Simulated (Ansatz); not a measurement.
Run report: WH3Cl4OF, geometry relaxation (part 1 of 2)

The run: geometry relaxation of WH3Cl4OF. Method and program: RHF/def2-SVP (Ansatz 0.2.0).

The run did not end well. The input holds or restrains some coordinates. It belongs to a series of runs on one base structure; here: pulled along the bonds that form and break, towards end B.

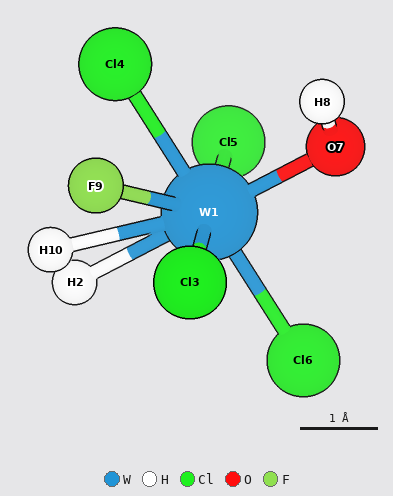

**Figure 1.** The starting structure (ball-and-stick view, seen at a tilt; atoms are numbered from 1 in the order of the input). Sticks mark near contacts. Bond lengths as drawn: Cl–W 2.39 Å, F–W 2.15 Å, H–O 1.01 Å, H–W 2.07 to 2.17 Å and O–W 1.94 Å.

Outcome:

| quantity | value |
| --- | --- |
| outcome | not converged |
| hardware | 4 threads of Arm Neoverse V2, 24 GiB of memory available, shared host |
| wall time | 81 s (CPU time 5 min) |
| peak memory | 0.55 GiB |

What went wrong:

The run did not converge: “geometry relaxation did not converge after 25 steps: max|allowed force component| = 3.67e0 eV/Å without the restraints, 1.73e-1 eV/Å with the forces of `relax.restrain` added, the figure compared with `relax.f_tol` (threshold 1.5e-1). Raise `relax.max_steps` over both its present limit and 25, loosen `relax.f_tol`, or start from a geometry closer to equilibrium …” Its last values are not results.

The input:
```yaml
crystal:
  periodic: [false, false, false]
  atoms:
    - { symbol: W, position_ang: [0.0, 0.0, 0.0] }
    - { symbol: H, position_ang: [0.0, 0.0, 2.07] }
    - { symbol: Cl, position_ang: [2.39, 0.0, 0.0] }
    - { symbol: Cl, position_ang: [0.0, 2.39, 0.0] }
    - { symbol: Cl, position_ang: [-2.39, 0.0, 0.0] }
    - { symbol: Cl, position_ang: [0.0, -2.39, 0.0] }
    - { symbol: O, position_ang: [0.0, 0.0, -1.94] }
    - { symbol: H, position_ang: [0.5278, 0.7924, -2.2771] }
    - { symbol: F, position_ang: [1.4129, 1.4719, 0.6779] }
    - { symbol: H, position_ang: [0.7451, 0.7762, 1.879] }
basis:
  gaussian: { orbitals: def2-SVP }
hamiltonian:
  xc: hf
relax:
  f_tol: 0.15
  max_steps: 25
  restrain:
    - { distance: [0, 8], at: 1.85, k: 30.0 }
    - { distance: [9, 1], at: 0.66, k: 30.0 }
    - { distance: [0, 1], at: 2.92, k: 30.0 }
    - { distance: [9, 8], at: 2.12, k: 30.0 }
```

Launched with:
```bash
ansatz run input.yaml --threads 4 --pin off --max-ram 5120MiB --backend cpu --events-out ev --progress --plain --runs-dir out
```

What the program printed:
```
The last accepted step is kept in [file] (removed where the run ends without a failure and the disk answers)
Engine: ansatz 0.2.0, aarch64-unknown-linux-gnu
Functional definition: HF
  exchange = exact_x
  correlation = 0
1483 factors; integrals over basis functions are off by at most 2.8e-4 eV
mean field evaluation 1: about -56565.3568 eV, gradient 8.1e1 eV
mean field evaluation 2: about -56565.7615 eV, gradient 8.1e1 eV
mean field evaluation 4: about -56579.8901 eV, gradient 3.1e1 eV
mean field evaluation 8: about -56582.3109 eV, gradient 1.6e0 eV
mean field evaluation 16: about -56583.3367 eV, gradient 7.5e0 eV
mean field evaluation 32: about -56556.0063 eV, gradient 6.7e1 eV
mean field evaluation 64: about -56582.9651 eV, gradient 9.1e0 eV
mean field evaluation 96: about -56583.4813 eV, gradient 9.3e-1 eV
mean field evaluation 128: about -56582.2002 eV, gradient 8.3e-1 eV
mean field evaluation 160: about -56524.8169 eV, gradient 1.7e2 eV
mean field evaluation 192: about -56555.8613 eV, gradient 1.1e2 eV
mean field evaluation 224: about -56569.2654 eV, gradient 1.2e1 eV
mean field evaluation 256: about -56571.4445 eV, gradient 8.0e0 eV
mean field evaluation 288: about -56571.5476 eV, gradient 5.3e1 eV
mean field evaluation 320: about -56565.9451 eV, gradient 5.1e1 eV
mean field evaluation 352: about -56582.2197 eV, gradient 5.8e-1 eV
mean field evaluation 384: about -56577.2788 eV, gradient 6.1e0 eV
mean field evaluation 416: about -56577.3722 eV, gradient 9.7e0 eV
mean field evaluation 448: about -56574.8129 eV, gradient 2.9e1 eV
mean field evaluation 480: about -56574.6353 eV, gradient 1.4e1 eV
mean field -56583.54103507 eV, -2079.4067793371 hartree, gradient 2.6e-5 eV, S^2 0.000000; 3 other end points of the search recorded, 0 dependent functions left out
the calculation of the forces begins
reference -56583.54103507 eV, -2079.4067793371 hartree; 51, 51 occupied and 96, 96 virtual orbitals, 1483 factors
relax step   1: F+E_penalty+E_count = -56583.54103507 eV  Δ(F+E_penalty+E_count) = +0.000e0 eV  max|allowed force component| = 4.748e0 eV/Å  E_restraint = 20.03682435 eV  max|allowed force component, restraints' pulls added| = 2.576e1 eV/Å  Δτ_max = 0.0000 Å  (636 SCF iters, accepted)
  distance W 0 - F 8 = 2.1500 Å
  distance H 9 - H 1 = 1.0928 Å
  distance W 0 - H 1 = 2.0700 Å
  distance H 9 - F 8 = 1.5403 Å
these checks for a lower state are left out or cut short: starts, cluster_reference, orbital_swaps, neighbouring_geometries, increment
1483 factors; integrals over basis functions are off by at most 2.8e-4 eV
mean field evaluation 512: about -56584.0944 eV, gradient 1.5e2 eV
mean field -56585.57435903 eV, -2079.4815026146 hartree, gradient 3.5e-5 eV, S^2 0.000000; 0 other end points of the search recorded, 0 dependent functions left out
[... from here on the field's lines of each further geometry are left out, up to the last ...]
relax step   2: F+E_penalty+E_count = -56585.57435903 eV  Δ(F+E_penalty+E_count) = -2.033e0 eV  max|allowed force component| = 5.269e0 eV/Å  E_restraint = 7.87644966 eV  max|allowed force component, restraints' pulls added| = 1.382e1 eV/Å  Δτ_max = 0.1949 Å  (87 SCF iters, accepted)
relax step   3: F+E_penalty+E_count = -56586.70111565 eV  Δ(F+E_penalty+E_count) = -1.127e0 eV  max|allowed force component| = 5.316e0 eV/Å  E_restraint = 1.93947554 eV  max|allowed force component, restraints' pulls added| = 8.265e0 eV/Å  Δτ_max = 0.1942 Å  (97 SCF iters, accepted)
relax step   4: F+E_penalty+E_count = -56588.07780806 eV  Δ(F+E_penalty+E_count) = -1.377e0 eV  max|allowed force component| = 5.291e0 eV/Å  E_restraint = 0.38070021 eV  max|allowed force component, restraints' pulls added| = 4.203e0 eV/Å  Δτ_max = 0.1988 Å  (90 SCF iters, accepted)
relax step   5: F+E_penalty+E_count = -56589.30327582 eV  Δ(F+E_penalty+E_count) = -1.225e0 eV  max|allowed force component| = 5.065e0 eV/Å  E_restraint = 0.38246615 eV  max|allowed force component, restraints' pulls added| = 3.028e0 eV/Å  Δτ_max = 0.1913 Å  (87 SCF iters, accepted)
relax step   6: F+E_penalty+E_count = -56590.04847341 eV  Δ(F+E_penalty+E_count) = -7.452e-1 eV  max|allowed force component| = 3.677e0 eV/Å  E_restraint = 0.48437891 eV  max|allowed force component, restraints' pulls added| = 2.101e0 eV/Å  Δτ_max = 0.1948 Å  (87 SCF iters, accepted)
relax step   7: F+E_penalty+E_count = -56590.31739722 eV  Δ(F+E_penalty+E_count) = -2.689e-1 eV  max|allowed force component| = 3.011e0 eV/Å  E_restraint = 0.42977594 eV  max|allowed force component, restraints' pulls added| = 1.689e0 eV/Å  Δτ_max = 0.1986 Å  (85 SCF iters, accepted)
relax step   8: F+E_penalty+E_count = -56590.37110253 eV  Δ(F+E_penalty+E_count) = -5.371e-2 eV  max|allowed force component| = 3.377e0 eV/Å  E_restraint = 0.22565992 eV  max|allowed force component, restraints' pulls added| = 7.659e-1 eV/Å  Δτ_max = 0.1983 Å  (88 SCF iters, accepted)
relax step   9: F+E_penalty+E_count = -56590.42276191 eV  Δ(F+E_penalty+E_count) = -5.166e-2 eV  max|allowed force component| = 3.243e0 eV/Å  E_restraint = 0.21759741 eV  max|allowed force component, restraints' pulls added| = 6.004e-1 eV/Å  Δτ_max = 0.2000 Å  (85 SCF iters, accepted)
relax step  10: F+E_penalty+E_count = -56590.44643745 eV  Δ(F+E_penalty+E_count) = -2.368e-2 eV  max|allowed force component| = 3.229e0 eV/Å  E_restraint = 0.20598165 eV  max|allowed force component, restraints' pulls added| = 8.730e-1 eV/Å  Δτ_max = 0.1466 Å  (83 SCF iters, accepted)
relax step  11: F+E_penalty+E_count = -56590.49984296 eV  Δ(F+E_penalty+E_count) = -5.341e-2 eV  max|allowed force component| = 3.471e0 eV/Å  E_restraint = 0.20292109 eV  max|allowed force component, restraints' pulls added| = 4.517e-1 eV/Å  Δτ_max = 0.2000 Å  (82 SCF iters, accepted)
relax step  12: F+E_penalty+E_count = -56590.56297100 eV  Δ(F+E_penalty+E_count) = -6.313e-2 eV  max|allowed force component| = 3.332e0 eV/Å  E_restraint = 0.22762411 eV  max|allowed force component, restraints' pulls added| = 5.449e-1 eV/Å  Δτ_max = 0.2000 Å  (84 SCF iters, accepted)
relax step  13: F+E_penalty+E_count = -56590.56866023 eV  Δ(F+E_penalty+E_count) = -5.689e-3 eV  max|allowed force component| = 3.235e0 eV/Å  E_restraint = 0.24805793 eV  max|allowed force component, restraints' pulls added| = 1.623e0 eV/Å  Δτ_max = 0.1950 Å  (82 SCF iters, rejected (line search))
relax step  14: F+E_penalty+E_count = -56590.59794211 eV  Δ(F+E_penalty+E_count) = -3.497e-2 eV  max|allowed force component| = 3.299e0 eV/Å  E_restraint = 0.23282184 eV  max|allowed force component, restraints' pulls added| = 2.152e-1 eV/Å  Δτ_max = 0.0975 Å  (83 SCF iters, accepted)
relax step  15: F+E_penalty+E_count = -56590.62111535 eV  Δ(F+E_penalty+E_count) = -2.317e-2 eV  max|allowed force component| = 3.416e0 eV/Å  E_restraint = 0.23875888 eV  max|allowed force component, restraints' pulls added| = 6.426e-1 eV/Å  Δτ_max = 0.0961 Å  (87 SCF iters, accepted)
relax step  16: F+E_penalty+E_count = -56590.64887120 eV  Δ(F+E_penalty+E_count) = -2.776e-2 eV  max|allowed force component| = 3.527e0 eV/Å  E_restraint = 0.24115041 eV  max|allowed force component, restraints' pulls added| = 5.275e-1 eV/Å  Δτ_max = 0.1499 Å  (85 SCF iters, accepted)
relax step  17: F+E_penalty+E_count = -56590.69464750 eV  Δ(F+E_penalty+E_count) = -4.578e-2 eV  max|allowed force component| = 3.585e0 eV/Å  E_restraint = 0.26059757 eV  max|allowed force component, restraints' pulls added| = 4.233e-1 eV/Å  Δτ_max = 0.1956 Å  (79 SCF iters, accepted)
relax step  18: F+E_penalty+E_count = -56590.73944074 eV  Δ(F+E_penalty+E_count) = -4.479e-2 eV  max|allowed force component| = 4.192e0 eV/Å  E_restraint = 0.29165346 eV  max|allowed force component, restraints' pulls added| = 7.475e-1 eV/Å  Δτ_max = 0.1971 Å  (79 SCF iters, accepted)
relax step  19: F+E_penalty+E_count = -56590.75420376 eV  Δ(F+E_penalty+E_count) = -1.476e-2 eV  max|allowed force component| = 3.735e0 eV/Å  E_restraint = 0.28545060 eV  max|allowed force component, restraints' pulls added| = 9.984e-1 eV/Å  Δτ_max = 0.1952 Å  (77 SCF iters, accepted)
relax step  20: F+E_penalty+E_count = -56590.76909224 eV  Δ(F+E_penalty+E_count) = -1.489e-2 eV  max|allowed force component| = 3.709e0 eV/Å  E_restraint = 0.26747983 eV  max|allowed force component, restraints' pulls added| = 4.767e-1 eV/Å  Δτ_max = 0.0961 Å  (79 SCF iters, accepted)
relax step  21: F+E_penalty+E_count = -56590.80586437 eV  Δ(F+E_penalty+E_count) = -3.677e-2 eV  max|allowed force component| = 3.716e0 eV/Å  E_restraint = 0.26855389 eV  max|allowed force component, restraints' pulls added| = 2.059e-1 eV/Å  Δτ_max = 0.1390 Å  (80 SCF iters, accepted)
relax step  22: F+E_penalty+E_count = -56590.87325392 eV  Δ(F+E_penalty+E_count) = -6.739e-2 eV  max|allowed force component| = 3.722e0 eV/Å  E_restraint = 0.34840729 eV  max|allowed force component, restraints' pulls added| = 1.487e0 eV/Å  Δτ_max = 0.1964 Å  (80 SCF iters, rejected (line search))
relax step  23: F+E_penalty+E_count = -56590.81978124 eV  Δ(F+E_penalty+E_count) = -1.392e-2 eV  max|allowed force component| = 3.786e0 eV/Å  E_restraint = 0.26736669 eV  max|allowed force component, restraints' pulls added| = 2.437e-1 eV/Å  Δτ_max = 0.0980 Å  (78 SCF iters, accepted)
the calculation of the forces begins
reference -56590.85137614 eV, -2079.6754294164 hartree; 51, 51 occupied and 96, 96 virtual orbitals, 1483 factors
relax step  24: F+E_penalty+E_count = -56590.85137614 eV  Δ(F+E_penalty+E_count) = -3.159e-2 eV  max|allowed force component| = 3.691e0 eV/Å  E_restraint = 0.29127424 eV  max|allowed force component, restraints' pulls added| = 5.353e-1 eV/Å  Δτ_max = 0.0978 Å  (79 SCF iters, accepted)
  distance W 0 - F 8 = 1.9742 Å
  distance H 9 - H 1 = 0.7166 Å
  distance W 0 - H 1 = 2.9392 Å
  distance H 9 - F 8 = 2.1404 Å
these checks for a lower state are left out or cut short: starts, cluster_reference, orbital_swaps, neighbouring_geometries, increment
1484 factors; integrals over basis functions are off by at most 5.2e-4 eV
mean field evaluation 736: about -56590.8552 eV, gradient 2.5e-5 eV
mean field -56590.85521746 eV, -2079.6755705823 hartree, gradient 2.6e-5 eV, S^2 0.000000; 0 other end points of the search recorded, 0 dependent functions left out
the calculation of the forces begins
reference -56590.85521746 eV, -2079.6755705823 hartree; 51, 51 occupied and 96, 96 virtual orbitals, 1484 factors
relax step  25: F+E_penalty+E_count = -56590.85521746 eV  Δ(F+E_penalty+E_count) = -3.841e-3 eV  max|allowed force component| = 3.672e0 eV/Å  E_restraint = 0.28886566 eV  max|allowed force component, restraints' pulls added| = 1.726e-1 eV/Å  Δτ_max = 0.0975 Å  (79 SCF iters, accepted)
```

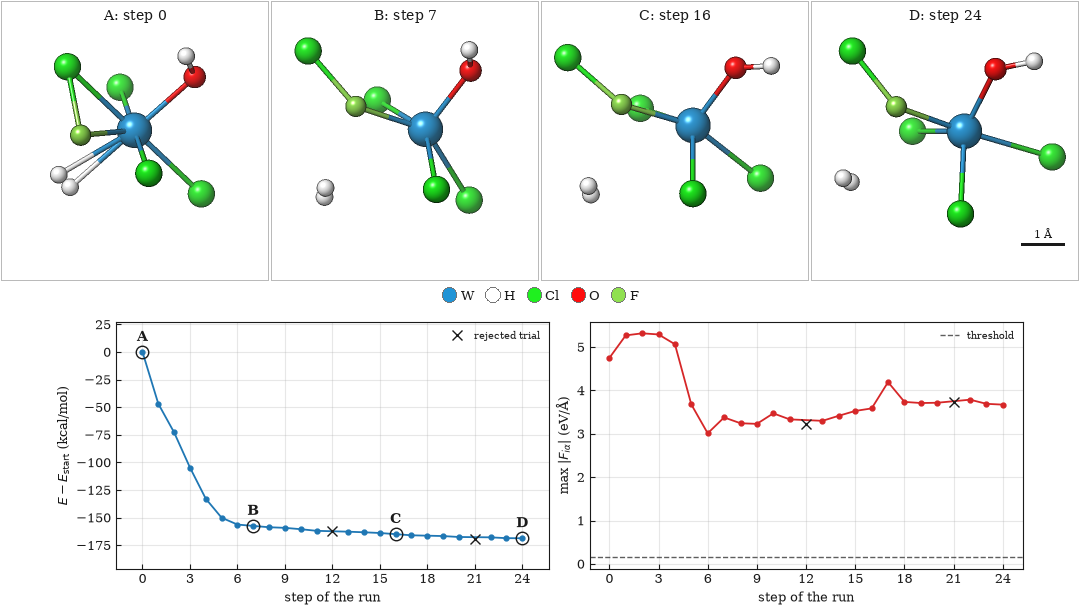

**Figure 2.** Frames of the restrained relaxation (ball-and-stick view, seen at an oblique angle) above the curves, on which the letters mark them (the first geometry is step 0 here and step 1 in the log).

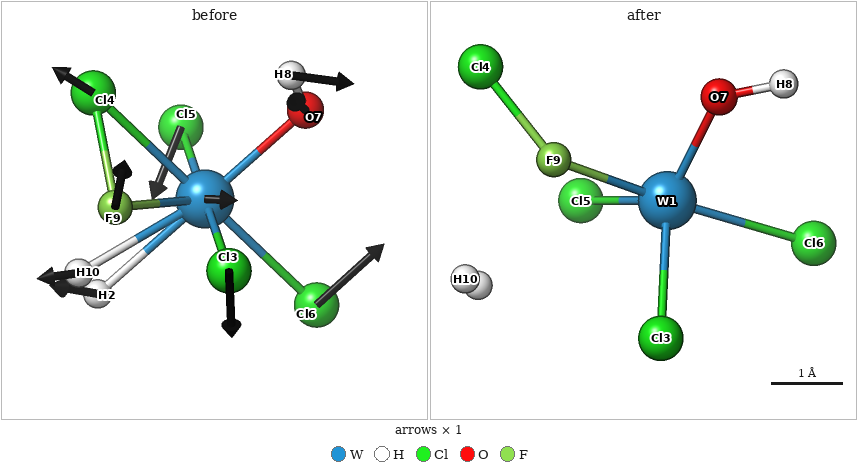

**Figure 3.** Before (left) and after (right) the restrained relaxation, at one scale (ball-and-stick view, seen at an oblique angle). The black arrows give the displacements, at true length. The relaxation stopped without meeting its thresholds, so the last structure isn't shown to be converged. The atom that moves furthest after the best rigid fit is Cl6 (1.31 Å). By element the largest moves are Cl 1.31 Å, F 0.94 Å, H 0.92 Å, O 0.64 Å, W 0.48 Å. Among the contacts that change: W1–Cl4 2.390 → 3.357 Å, W1–H10 2.165 → 3.132 Å, W1–H2 2.070 → 2.943 Å, H2–H10 1.093 → 0.708 Å. New bonds form: H2–H10 (1.09 → 0.71 Å). Bonds break: W1–Cl4 (2.39 → 3.36 Å), W1–H10 (2.17 → 3.13 Å), W1–H2 (2.07 → 2.94 Å). Among the angles that change: Cl3–W1–Cl5 180.0° → 116.4°, W1–F9–Cl4 73.6° → 132.7°, Cl5–W1–F9 131.1° → 89.7°. After 24 geometry steps the energy has fallen by 168.7 kcal/mol. Largest force component: 4.7 eV/Å at the start, 3.7 eV/Å at the end. The line search rejected the trial steps at points 12, 21 (counted from 0) and went back. (Atoms are counted from 1 in the order of the input.)

```
  distance W 0 - F 8 = 1.9760 Å
  distance H 9 - H 1 = 0.7083 Å
  distance W 0 - H 1 = 2.9432 Å
  distance H 9 - F 8 = 2.1427 Å
Unfinished report: {"positions_ang":[[0.18635852762574792,-0.2854388858150102,-0.3557290679400039],[0.24668444301108616,0.689487036946546,2.4206591349035325],[2.1913581512774685,-0.8688732329184584,0.7018057789174263],[-0.387117078586301,2.970084430950501,0.23040099677801276],[-1.7304463537944037,-0.35132463820164184,0.9537128962347857],[-0.04416965032361302,-2.434770854014411,-1.3138645025065596],[0.3608520139330163,0.5081719836115766,-2.0123229718989455],[0.5572414165798748,0.09375405868713538,-2.840472574327661],[0.5342398151648137,1.5574515123269628,0.26655029714657896],[0.7707987151123094,1.1619585884268007,2.359060012692833]],"unchecked":["starts","cluster_reference","orbital_swaps","neighbouring_geometries","increment"],"mean_field":{"relativity":"none","state":{"energy":{"ev":-56590.85521746173,"hartree":-2079.675570582347},"converged":true,"gradient_ev":0.00002627297941768695,"stability":{"kind":"minimum","curvature_ev":2.126106572218565},"curvature_floor_ev":0.00030000000000000003,"spin_squared":5.684341886080802e-14},"others":[],"fillings":{"estimated":0,"unestimated":0,"tried":0,"untried":0,"excluded_magnetic_sites":0},"n_dropped_functions":0,"n_trapped_functions":0,"passes":{"evaluations":5,"products":74},"factors":{"origin":"Cholesky decomposition","count":1484,"bound_ev":0.0005242047380737762},"gradient_stop_ev":0.00006378319716655695,"reference_kind":"stationary","symmetry":{"irreps":["A"],"axes":[[0.9992375366465616,0.03618442702358666,-0.014663989821549706],[-0.036096990302011626,0.9993291563741662,0.0061842147144193],[0.01487792484348072,-0.005650173578952483,0.9998733534257624]],"occupied":[{"A":51},{"A":51}]},"held":{"pivots":1483,"left_out":0,"joined":1},"density_repulsion":{"missed_ev":0.00003237719097853537,"excess_ev":8.574105587987553e-7,"most_excess_ev":0.00027539999999999997,"are_drawn_again":false,"n_first_factors":1484,"energy_change_ev":0.0,"n_dropped_ends":0}},"factors":{"origin":"Cholesky decomposition","count":1484,"bound_ev":0.0005242047380737762},"n_frozen":0,"n_occupied":[51,51],"n_virtual":[96,96],"reference":{"ev":-56590.85521746173,"hartree":-2079.675570582347},"total":{"ev":-56590.85521746173,"hartree":-2079.675570582347},"forces_ev_per_angstrom":[[-0.6348167966621147,-3.671978944934489,-1.7373407895414827],[-1.0136859244364174,-0.7360134667642693,0.6610612766543928],[-0.04571296415690908,0.011534165621282363,-0.021041383576420075],[0.06480592513569236,-0.06807765288039436,0.00815420151488982],[-0.003688195580998624,-0.01716849444526512,-0.036716349514558336],[0.023412385773207357,0.050301388048050504,0.019204470439517205],[-0.04163943871385234,0.0512345482387885,0.17256680657326764],[0.007036808619919333,-0.09121236346510789,-0.12905334100809382],[0.5554083782611352,3.6308783344954945,0.6822747775784255],[1.0888798217646993,0.8405024860769996,0.3808903308728521]],"charge_distribution":{"dipole_moment_e_ang":[-0.23070211528661166,1.511666420222606,-0.27402854239370794],"mulliken_charges_e":[1.4364200506378424,-0.0024179675751618834,-0.3940358683014509,0.4578141983221897,-0.3801198033657336,-0.44837887598554005,-0.5557272121134087,0.27052122317031424,-0.3924653120217112,0.008389567232678918],"lowdin_charges_e":[-1.2012222748648682,0.0276380726011749,0.17103584498747182,0.4943985774808901,0.20546996545284557,0.1429639542895771,0.0863770437880973,0.010757397128938306,0.03468360969564799,0.02789780944024467]},"n_threads":4,"memory_gib":4.261363637633622,"seconds":{"hamiltonian":2.680197932,"orbitals":0.0,"second_order":0.0,"solver_start":0.0,"cycles":0.0,"cycle":0.0,"perturbative":0.0,"full_ci_increment":0.0,"forces":0.0}}
this run last wrote the structure of step 25 to [file]
Error: geometry relaxation did not converge after 25 steps: max|allowed force component| = 3.67e0 eV/Å without the restraints, 1.73e-1 eV/Å with the forces of `relax.restrain` added, the figure compared with `relax.f_tol` (threshold 1.5e-1). Raise `relax.max_steps` over both its present limit and 25, loosen `relax.f_tol`, or start from a geometry closer to equilibrium; or lower a very stiff `relax.restrain[].k`, which can take fewer steps but ends farther from `at`. Where this run's directory can be resumed (`checkpoint.write`), a resume goes on for up to `relax.max_steps` more
```
